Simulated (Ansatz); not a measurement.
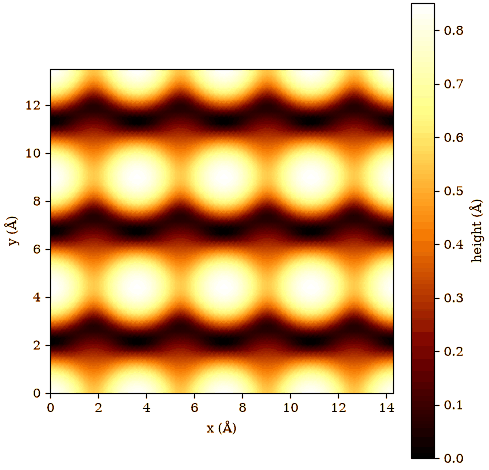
Simulated constant-current image at -1.9 V from a Fermi level inside the gap (filled states down to 1.0 eV under the valence edge)

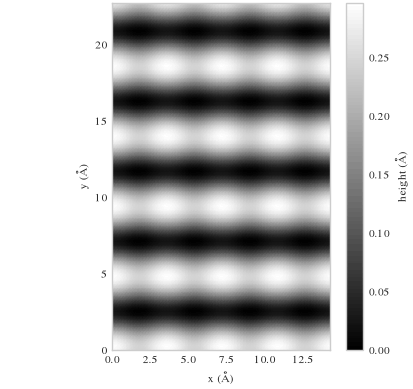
Simulated constant-current image at +1.9 V from a Fermi level inside the gap (empty states up to 1.0 eV over the conduction edge)

The numbers are results of PBE, Tersoff-Hamann images (plane waves, PAW; Ansatz, a program for electronic structure), not measurements.

Mesh 14×12×1, no spin-orbit coupling, no spin polarisation; biases count from the run's Fermi level. The set point is the mean density 3.5 Å over the top atom.

The sample is: single layer of GeS (symmetry Pmn2_1 as a slab, 4 atoms a cell). Atoms are numbered in the order of this list of the upper atoms (x, y, depth in Å): Ge1 (0.0, 0.0, 0.0); Ge2 (1.8, 2.3, 2.6); S3 (0.0, 3.9, 2.3); S4 (1.8, 1.6, 0.2).

Q: Which sites are bright, and how large is the corrugation?

A: At -1.9 V the maximum lies over Ge1 and the sites alike, corrugation about 0.85 Å. At +1.9 V the maximum lies over Ge1 and the sites alike, corrugation about 0.30 Å.
